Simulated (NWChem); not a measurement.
**B3LYP/6-31G(d) (spherical functions) run of C2H2Cl2Si (SMILES C#C[SiH](Cl)Cl)**

Wanted: a structure relaxation of C2H2Cl2Si. 

Program for the calculation: NWChem 7.3.0.

## 1. The system as given

C2H2Cl2Si: 7 atoms, total charge 0, spin state singlet. As SMILES, `C#C[SiH](Cl)Cl`. The shape is that of a PBE0-D4/def2-TZVP optimisation. The run starts from this shape.

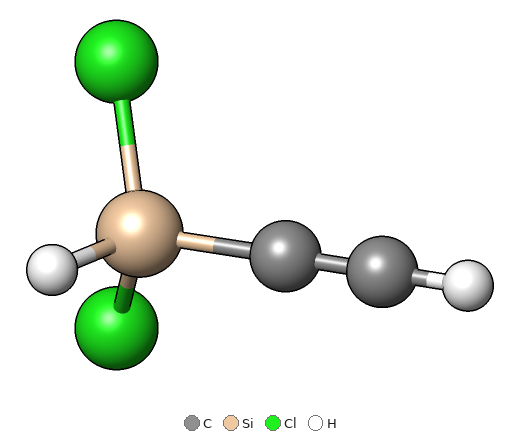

Viewed from a chosen angle; carbon grey, silicon light orange, chlorine green, hydrogen white.

## 2. A geometry optimisation at B3LYP/6-31G(d) (spherical functions)

sp.nw

```
start sp
title "C2H2Cl2Si optimise"
memory total 2200 mb

geometry
C     0.222100   -0.669300    1.881600
C     0.127700   -0.285200    0.743200
Si    0.012700    0.282700   -0.968900
Cl   -1.510600   -0.698400   -1.899200
Cl   -0.353700    2.286200   -0.986900
H     0.302500   -1.008200    2.889500
H     1.260700    0.024000   -1.705100
end

basis spherical bse
* library 6-31G*
end

dft
xc b3lyp
grid fine
convergence energy 1e-07
maxiter 100
mulliken
print low
end

driver
maxiter 60
end

freq
temp 2 298.15 500
end

task dft optimize
task dft frequencies
```

Run with:

```bash
$ nwchem sp.nw > sp.out
```

Q: Predict the results. Wanted: total energy at the end; lowest harmonic wavenumber; highest harmonic wavenumber; zero-point energy; ideal-gas entropy at 298.15 K.

Answer, from the run:

At B3LYP/6-31G* (spherical functions):

```
                                                 quantity             value
                                  total energy at the end    -1287.32772 Eh
                               lowest harmonic wavenumber          112 cm⁻¹
                              highest harmonic wavenumber         3479 cm⁻¹
                                        zero-point energy       83.2 kJ/mol
ideal-gas entropy at 298.15 K (symmetry number 1 as used)  81.7 cal/(mol K)
```

What this shows: At the final geometry: Bond lengths: C1–C2 1.214 Å, C2–Si3 1.809 Å, Si3–Cl4 2.065 Å, Si3–Cl5 2.065 Å, C1–H6 1.068 Å, Si3–H7 1.473 Å. Angles: C1–C2–Si3 178.8°, C2–Si3–Cl4 109.6°, C2–Si3–Cl5 109.6°, Cl4–Si3–Cl5 109.5°, C2–C1–H6 179.7°, C2–Si3–H7 111.8°, Cl4–Si3–H7 108.2°, Cl5–Si3–H7 108.2°. All 15 modes are real, so the shape is a minimum at this level. The optimisation took 5 steps and changed the energy by -0.020 eV. Mulliken charges run from -0.22 on Cl5 to +0.46 on Si3.
